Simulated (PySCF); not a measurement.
# [TlCl2]−: other functionals and bases at one geometry

How far do other levels of theory move the description of [TlCl2]−, and what does each cost? The structure is generated, not taken from experiment.

Program: PySCF 2.14.0. Level of theory: several levels, as the steps say, no spin–orbit coupling. These are calculated values, not measurements.

3 further runs of the same task are left out: 2 for a known fault of the program, 1 that didn't finish. Runs told in other sessions of the task aren't counted.

### Step 1. The starting structure

3 atoms, charge -1, spin multiplicity 1.

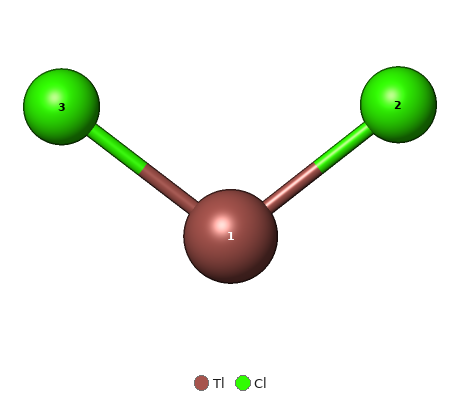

The structure; thallium brown, chlorine green; atoms are numbered from 1 in the order of the file.

Geometry (Å):

```tsv
atom	x (Å)	y (Å)	z (Å)
Tl1	-0.8502	0.4425	0.0000
Cl2	0.6091	-0.3170	2.1207
Cl3	0.6091	-0.3170	-2.1207
```

Formal oxidation states: Tl +1. An earlier session relaxed this geometry at BP86, Tl def2-SVP with ECP60, Cl def2-SVP (singlet, point group C2v).

At BP86 on the finer grid: E = -1093.045185 Eh, HOMO -0.75 eV, LUMO 2.42 eV, Mulliken charge on Tl1 +0.04 e, largest force component 0.006 eV/Å. 

Levels to run: r2SCAN; M06-L; BLYP; PBE0; BP86, TZVP; BP86, x2c-SVP. Hardware: 2 threads of Intel Xeon 6975P-C (Granite Rapids), shared host.

### Step 2. r2SCAN

Input file run.py (the lines that set the calculation):

```python
mol = gto.M(atom='''
Tl    -0.85024     0.44246     0.00000
Cl     0.60906    -0.31695     2.12071
Cl     0.60906    -0.31695    -2.12071''',
    basis={'Tl': 'def2-SVP', 'Cl': 'def2-SVP'},
    ecp={'Tl': 'def2-SVP'},
    charge=-1, spin=0)
mf = dft.RKS(mol, xc='R2SCAN')
mf.grids.atom_grid = (75, 302)
mf = mf.density_fit()  # fitting sets: Tl def2-universal-JKFIT, Cl def2-universal-JKFIT
mf.conv_tol = 1e-08; mf.max_cycle = 55
mf.kernel(dm0)  # dm0: the density of the relaxed state
```

The run is started by

```bash
OMP_NUM_THREADS=2 python run.py
```

Output:

```text
init E= -1092.83282867984
  HOMO = -0.0366010993224641  LUMO = 0.0981437851482116  gap/eV = 3.66660
cycle= 1 E= -1092.83495424985  delta_E= -0.00213  |g|= 0.018  |ddm|= 0.18
  HOMO = -0.0350529621778203  LUMO = 0.0965164803965477  gap/eV = 3.58019
cycle= 2 E= -1092.83492641083  delta_E= 2.78e-05  |g|= 0.0191  |ddm|= 0.0464
  HOMO = -0.0361481587101768  LUMO = 0.097529060355923  gap/eV = 3.63754
cycle= 3 E= -1092.83504669848  delta_E= -0.00012  |g|= 0.0051  |ddm|= 0.0308
  HOMO = -0.0358656771664595  LUMO = 0.0973801254573698  gap/eV = 3.62580
cycle= 4 E= -1092.83505457523  delta_E= -7.88e-06  |g|= 0.000645  |ddm|= 0.00867
  HOMO = -0.0358757798111164  LUMO = 0.0974442326724754  gap/eV = 3.62782
cycle= 5 E= -1092.8350547303  delta_E= -1.55e-07  |g|= 0.000132  |ddm|= 0.00122
  HOMO = -0.0358580760886953  LUMO = 0.0974537219634983  gap/eV = 3.62760
cycle= 6 E= -1092.83505473573  delta_E= -5.43e-09  |g|= 3.85e-05  |ddm|= 0.000224
  HOMO = -0.0358591447154374  LUMO = 0.097446056198859  gap/eV = 3.62742
Extra cycle  E= -1092.83505473532  delta_E= 4.11e-10  |g|= 5.29e-05  |ddm|= 0.000162
converged SCF energy = -1092.83505473532
```

It took 1.4 s on 2 threads of Intel Xeon 6975P-C (Granite Rapids), shared host.

Result: E = -1092.835055 Eh, HOMO -0.98 eV, LUMO 2.65 eV, Mulliken charge on Tl1 +0.14 e, largest force component 0.102 eV/Å. 

### Step 3. M06-L

Changes to run.py (the lines that set the calculation) since step 2:

```diff
@@ -7,3 +7,3 @@
     charge=-1, spin=0)
-mf = dft.RKS(mol, xc='R2SCAN')
+mf = dft.RKS(mol, xc='M06L')
 mf.grids.atom_grid = (75, 302)
```

The run is started by

```bash
OMP_NUM_THREADS=2 python run.py
```

Output:

```text
init E= -1092.92852283239
  HOMO = -0.0353115740656846  LUMO = 0.108188393897165  gap/eV = 3.90483
cycle= 1 E= -1092.93338430027  delta_E= -0.00486  |g|= 0.0704  |ddm|= 0.345
  HOMO = -0.0236738644067166  LUMO = 0.100049464600021  gap/eV = 3.36668
cycle= 2 E= -1092.93115464165  delta_E= 0.00223  |g|= 0.103  |ddm|= 0.251
  HOMO = -0.030916779483186  LUMO = 0.104221630745647  gap/eV = 3.67730
cycle= 3 E= -1092.93506551796  delta_E= -0.00391  |g|= 0.00958  |ddm|= 0.161
  HOMO = -0.0311992587232083  LUMO = 0.103487619842476  gap/eV = 3.66502
cycle= 4 E= -1092.93509135833  delta_E= -2.58e-05  |g|= 0.000946  |ddm|= 0.0177
  HOMO = -0.0310685882175687  LUMO = 0.103676650194267  gap/eV = 3.66660
cycle= 5 E= -1092.93509160735  delta_E= -2.49e-07  |g|= 0.000248  |ddm|= 0.00228
  HOMO = -0.0310783381069918  LUMO = 0.103668319686617  gap/eV = 3.66664
cycle= 6 E= -1092.93509163053  delta_E= -2.32e-08  |g|= 5.45e-05  |ddm|= 0.000564
  HOMO = -0.0310766859867755  LUMO = 0.103665247549887  gap/eV = 3.66651
cycle= 7 E= -1092.93509163176  delta_E= -1.23e-09  |g|= 1.14e-05  |ddm|= 0.000105
  HOMO = -0.0310781227935335  LUMO = 0.103663666229503  gap/eV = 3.66651
Extra cycle  E= -1092.93509163178  delta_E= -1.52e-11  |g|= 9.23e-06  |ddm|= 2.51e-05
converged SCF energy = -1092.93509163178
```

Run time: 1.4 s. Hardware: 2 threads of Intel Xeon 6975P-C (Granite Rapids), shared host.

Result: E = -1092.935092 Eh, HOMO -0.85 eV, LUMO 2.82 eV, Mulliken charge on Tl1 +0.23 e, largest force component 0.137 eV/Å. 

### Step 4. BLYP

Changes to run.py (the lines that set the calculation) since step 3:

```diff
@@ -7,3 +7,3 @@
     charge=-1, spin=0)
-mf = dft.RKS(mol, xc='M06L')
+mf = dft.RKS(mol, xc='BLYP')
 mf.grids.atom_grid = (75, 302)
```

The run is started by

```bash
OMP_NUM_THREADS=2 python run.py
```

Output:

```text
init E= -1092.77307185431
  HOMO = -0.015529474376934  LUMO = 0.0964365074889783  gap/eV = 3.04675
cycle= 1 E= -1092.77343655948  delta_E= -0.000365  |g|= 0.017  |ddm|= 0.113
  HOMO = -0.0137484750837977  LUMO = 0.0953071176198372  gap/eV = 2.96755
cycle= 2 E= -1092.77326894349  delta_E= 0.000168  |g|= 0.0272  |ddm|= 0.0573
  HOMO = -0.015609755552538  LUMO = 0.0959374732813025  gap/eV = 3.03535
cycle= 3 E= -1092.77350838049  delta_E= -0.000239  |g|= 0.00381  |ddm|= 0.0422
  HOMO = -0.0155266155761413  LUMO = 0.0957155506383562  gap/eV = 3.02705
cycle= 4 E= -1092.77351532491  delta_E= -6.94e-06  |g|= 0.000305  |ddm|= 0.00762
  HOMO = -0.0154997729092401  LUMO = 0.0957233829935384  gap/eV = 3.02654
cycle= 5 E= -1092.77351535566  delta_E= -3.07e-08  |g|= 0.000101  |ddm|= 0.000594
  HOMO = -0.0154901929957606  LUMO = 0.0957308947000996  gap/eV = 3.02648
cycle= 6 E= -1092.7735153586  delta_E= -2.94e-09  |g|= 2.15e-05  |ddm|= 0.00018
  HOMO = -0.0154954737001021  LUMO = 0.0957312609255404  gap/eV = 3.02663
Extra cycle  E= -1092.77351535817  delta_E= 4.31e-10  |g|= 4.03e-05  |ddm|= 0.000103
converged SCF energy = -1092.77351535817
```

Wall time 1 s (2 threads of Intel Xeon 6975P-C (Granite Rapids), shared host).

It gives: E = -1092.773515 Eh, HOMO -0.42 eV, LUMO 2.60 eV, Mulliken charge on Tl1 +0.01 e, largest force component 0.205 eV/Å. 

### Step 5. PBE0

Changes to run.py (the lines that set the calculation) since step 4:

```diff
@@ -7,3 +7,3 @@
     charge=-1, spin=0)
-mf = dft.RKS(mol, xc='BLYP')
+mf = dft.RKS(mol, xc='PBE0')
 mf.grids.atom_grid = (75, 302)
```

The run is started by

```bash
OMP_NUM_THREADS=2 python run.py
```

Output:

```text
init E= -1092.50029843811
  HOMO = -0.0649328233653833  LUMO = 0.114847349473581  gap/eV = 4.89207
cycle= 1 E= -1092.50304770283  delta_E= -0.00275  |g|= 0.0262  |ddm|= 0.19
  HOMO = -0.062200372612358  LUMO = 0.111321236309961  gap/eV = 4.72176
cycle= 2 E= -1092.503021204  delta_E= 2.65e-05  |g|= 0.0267  |ddm|= 0.0716
  HOMO = -0.0641315356508528  LUMO = 0.112467798816003  gap/eV = 4.80551
cycle= 3 E= -1092.50325473939  delta_E= -0.000234  |g|= 0.00314  |ddm|= 0.0398
  HOMO = -0.064103029012035  LUMO = 0.112324244062388  gap/eV = 4.80083
cycle= 4 E= -1092.50325738381  delta_E= -2.64e-06  |g|= 0.000495  |ddm|= 0.0055
  HOMO = -0.0640356768638394  LUMO = 0.112390193621727  gap/eV = 4.80079
cycle= 5 E= -1092.5032574581  delta_E= -7.43e-08  |g|= 9.5e-05  |ddm|= 0.00132
  HOMO = -0.0640439309042231  LUMO = 0.112378306747838  gap/eV = 4.80069
cycle= 6 E= -1092.50325746127  delta_E= -3.18e-09  |g|= 2.58e-05  |ddm|= 0.000171
  HOMO = -0.0640405189968234  LUMO = 0.112378882927048  gap/eV = 4.80062
Extra cycle  E= -1092.5032574614  delta_E= -1.28e-10  |g|= 2.06e-05  |ddm|= 6.97e-05
converged SCF energy = -1092.5032574614
```

Wall time 0.9 s (2 threads of Intel Xeon 6975P-C (Granite Rapids), shared host).

Result: E = -1092.503257 Eh, HOMO -1.74 eV, LUMO 3.06 eV, Mulliken charge on Tl1 +0.14 e, largest force component 0.111 eV/Å. 

### Step 6. BP86, TZVP

Basis: Tl def2-TZVP with ECP60, Cl def2-TZVP. 

Input file run.py (the lines that set the calculation):

```python
mol = gto.M(atom='''
Tl    -0.85024     0.44246     0.00000
Cl     0.60906    -0.31695     2.12071
Cl     0.60906    -0.31695    -2.12071''',
    basis={'Tl': 'def2-TZVP', 'Cl': 'def2-TZVP'},
    ecp={'Tl': 'def2-TZVP'},
    charge=-1, spin=0)
mf = dft.RKS(mol, xc='B88,P86')
mf.grids.atom_grid = (75, 302)
mf = mf.density_fit()  # fitting sets: Tl def2-universal-JKFIT, Cl def2-universal-JKFIT
mf.conv_tol = 1e-08; mf.max_cycle = 55
mf.kernel(dm0)  # dm0: free metal ions and neutral atoms
```

The run is started by

```bash
OMP_NUM_THREADS=2 python run.py
```

Output:

```text
init E= -1123.06374821974
  HOMO = 0.145374475320534  LUMO = 0.160052249007642  gap/eV = 0.39940
cycle= 1 E= -1087.81443061691  delta_E= 35.2  |g|= 5.27  |ddm|= 4.98
  HOMO = -0.355940369230884  LUMO = -0.346183321327157  gap/eV = 0.26550
cycle= 2 E= -1032.36613485229  delta_E= 55.4  |g|=   11  |ddm|= 9.15
  HOMO = -0.221502625767689  LUMO = -0.189925321332338  gap/eV = 0.85926
cycle= 3 E= -1091.33750933261  delta_E=  -59  |g|= 2.93  |ddm|= 9.86
  HOMO = -0.00284775364785617  LUMO = 0.147856021089432  gap/eV = 4.10086
cycle= 4 E= -1092.99798643128  delta_E= -1.66  |g|= 1.21  |ddm|= 6.59
  HOMO = -0.0405547034155643  LUMO = 0.0990474768436864  gap/eV = 3.79877
cycle= 5 E= -1093.26537142131  delta_E= -0.267  |g|= 0.734  |ddm|= 1.12
  HOMO = -0.0435385730613364  LUMO = 0.0914812151562066  gap/eV = 3.67408
cycle= 6 E= -1093.37291843728  delta_E= -0.108  |g|= 0.21  |ddm|= 0.762
  HOMO = -0.0447942597092614  LUMO = 0.0759751642814659  gap/eV = 3.28630
cycle= 7 E= -1093.38378769115  delta_E= -0.0109  |g|= 0.0621  |ddm|= 0.329
  HOMO = -0.0484812337796934  LUMO = 0.072756280997378  gap/eV = 3.29904
cycle= 8 E= -1093.38446492255  delta_E= -0.000677  |g|= 0.0239  |ddm|= 0.0583
  HOMO = -0.048368341804287  LUMO = 0.0745673899390611  gap/eV = 3.34525
cycle= 9 E= -1093.38466060359  delta_E= -0.000196  |g|= 0.00416  |ddm|= 0.038
  HOMO = -0.0481167763001578  LUMO = 0.0746359036479977  gap/eV = 3.34027
cycle= 10 E= -1093.38466431  delta_E= -3.71e-06  |g|= 0.000491  |ddm|= 0.00576
  HOMO = -0.0481728540339033  LUMO = 0.0746069082826295  gap/eV = 3.34101
cycle= 11 E= -1093.38466436791  delta_E= -5.79e-08  |g|= 0.000165  |ddm|= 0.000654
  HOMO = -0.0481755962926598  LUMO = 0.0746143971682936  gap/eV = 3.34129
cycle= 12 E= -1093.38466437628  delta_E= -8.38e-09  |g|= 2.99e-05  |ddm|= 0.000186
  HOMO = -0.048170330632244  LUMO = 0.0746187925262672  gap/eV = 3.34126
Extra cycle  E= -1093.38466437613  delta_E= 1.53e-10  |g|= 4.2e-05  |ddm|= 8.21e-05
converged SCF energy = -1093.38466437613
```

It took 3.9 s on 2 threads of Intel Xeon 6975P-C (Granite Rapids), shared host.

Read off: E = -1093.384664 Eh, HOMO -1.31 eV, LUMO 2.03 eV, Mulliken charge on Tl1 +0.26 e, largest force component 0.072 eV/Å. 

### Step 7. BP86, x2c-SVP

Basis: Tl x2c-SVPall, Cl x2c-SVPall. All electrons are treated, with the spin-free X2C Hamiltonian.

Input file run.py (the lines that set the calculation):

```python
mol = gto.M(atom='''
Tl    -0.85024     0.44246     0.00000
Cl     0.60906    -0.31695     2.12071
Cl     0.60906    -0.31695    -2.12071''',
    basis={'Tl': 'x2c-SVPall', 'Cl': 'x2c-SVPall'},
    nucmod='G',
    charge=-1, spin=0)
mf = dft.RKS(mol, xc='B88,P86')
mf.grids.atom_grid = (99, 590)
mf = mf.density_fit()  # fitting sets: Tl AutoAux, Cl AutoAux
mf = mf.sfx2c1e()
mf.conv_tol = 1e-08; mf.max_cycle = 55
mf.kernel(dm0)  # dm0: free metal ions and neutral atoms
```

The run is started by

```bash
OMP_NUM_THREADS=2 python run.py
```

Output:

```text
init E= -21204.4257218204
  HOMO = 0.18657680759022  LUMO = 0.198589934911026  gap/eV = 0.32689
cycle= 1 E= -21169.6842424508  delta_E= 34.7  |g|=  3.8  |ddm|= 5.11
  HOMO = 0.10191438571238  LUMO = 0.121019831302403  gap/eV = 0.51989
cycle= 2 E= -21129.5897798537  delta_E= 40.1  |g|= 11.4  |ddm|= 20.4
  HOMO = -0.163602633065282  LUMO = 0.10694537007466  gap/eV = 7.36199
cycle= 3 E= -21172.4872731758  delta_E= -42.9  |g|= 2.29  |ddm|= 18.5
  HOMO = 0.00550019754779196  LUMO = 0.159195450130564  gap/eV = 4.18226
cycle= 4 E= -21173.7183128759  delta_E= -1.23  |g|= 0.877  |ddm|= 3.97
  HOMO = -0.0161862879677237  LUMO = 0.0964354922741992  gap/eV = 3.06459
cycle= 5 E= -21173.8494219534  delta_E= -0.131  |g|= 0.271  |ddm|= 1.39
  HOMO = -0.0252218090565761  LUMO = 0.088336917936235  gap/eV = 3.09009
cycle= 6 E= -21173.8619765354  delta_E= -0.0126  |g|= 0.122  |ddm|= 0.434
  HOMO = -0.0255387099754456  LUMO = 0.0895263528303256  gap/eV = 3.13108
cycle= 7 E= -21173.8648254519  delta_E= -0.00285  |g|= 0.0241  |ddm|= 0.118
  HOMO = -0.0273786637731228  LUMO = 0.0904604207512039  gap/eV = 3.20656
cycle= 8 E= -21173.865021136  delta_E= -0.000196  |g|= 0.00464  |ddm|= 0.0482
  HOMO = -0.027230828603853  LUMO = 0.0900617727486988  gap/eV = 3.19169
cycle= 9 E= -21173.865031306  delta_E= -1.02e-05  |g|= 0.000586  |ddm|= 0.0099
  HOMO = -0.0272455436403258  LUMO = 0.0901033979499597  gap/eV = 3.19323
cycle= 10 E= -21173.8650314389  delta_E= -1.33e-07  |g|= 9.61e-05  |ddm|= 0.001
  HOMO = -0.0272509452846372  LUMO = 0.0900982789410318  gap/eV = 3.19324
cycle= 11 E= -21173.8650314415  delta_E= -2.57e-09  |g|= 7.12e-06  |ddm|= 0.00011
  HOMO = -0.0272490407992638  LUMO = 0.0900988888232925  gap/eV = 3.19320
Extra cycle  E= -21173.8650314415  delta_E= -1.46e-11  |g|= 9.77e-06  |ddm|= 2.29e-05
converged SCF energy = -21173.8650314415
```

Wall time 9.7 s (2 threads of Intel Xeon 6975P-C (Granite Rapids), shared host).

Read off: E = -21173.865031 Eh, HOMO -0.74 eV, LUMO 2.45 eV, Mulliken charge on Tl1 +0.07 e, largest force component 0.223 eV/Å. 

### Step 8. Results

| level | state | HOMO (eV) | gap (eV) | charge on Tl1 (e) | dipole (D) | largest force component (eV/Å) | basis functions | time |
| --- | --- | --- | --- | --- | --- | --- | --- | --- |
| BP86 (relaxed here) | singlet | -0.75 | 3.17 | 0.04 | 5.14 | 0.01 | 62 | 2.2 s |
| r2SCAN | singlet | -0.98 | 3.63 | 0.14 | 5.53 | 0.10 | 62 | 1.4 s |
| M06-L | singlet | -0.85 | 3.67 | 0.23 | 5.81 | 0.14 | 62 | 1.4 s |
| BLYP | singlet | -0.42 | 3.03 | 0.01 | 4.96 | 0.21 | 62 | 1 s |
| PBE0 | singlet | -1.74 | 4.80 | 0.14 | 5.62 | 0.11 | 62 | 0.9 s |
| BP86, TZVP | singlet | -1.31 | 3.34 | 0.26 | 6.16 | 0.07 | 124 | 3.9 s |
| BP86, x2c-SVP | singlet | -0.74 | 3.19 | 0.07 | 5.16 | 0.22 | 98 | 9.7 s |

Times are on 2 threads of Intel Xeon 6975P-C (Granite Rapids), shared host; the first row also made further properties. The dipole of a charged species depends on the origin, so these sizes hold for this origin alone.

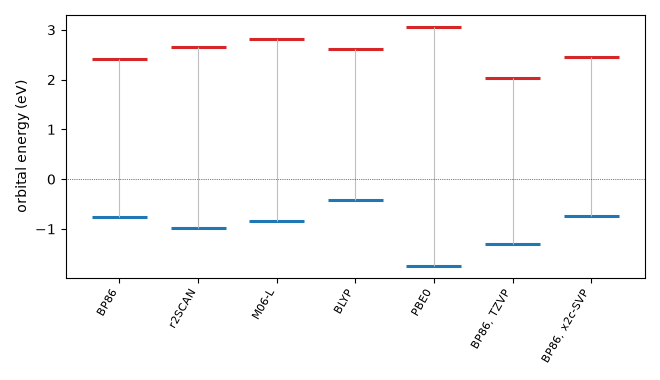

Highest filled and lowest empty level, method by method.

In one basis the HOMO–LUMO gap runs from 3.03 eV (BLYP) to 4.80 eV (PBE0). The largest leftover force, 0.22 eV/Å with BP86, x2c-SVP, stands at a geometry relaxed at another level. The Mulliken charge on Tl spans +0.01 to +0.26 e over the levels. Total energies of different levels can't be compared. Spin–orbit coupling is left out throughout.
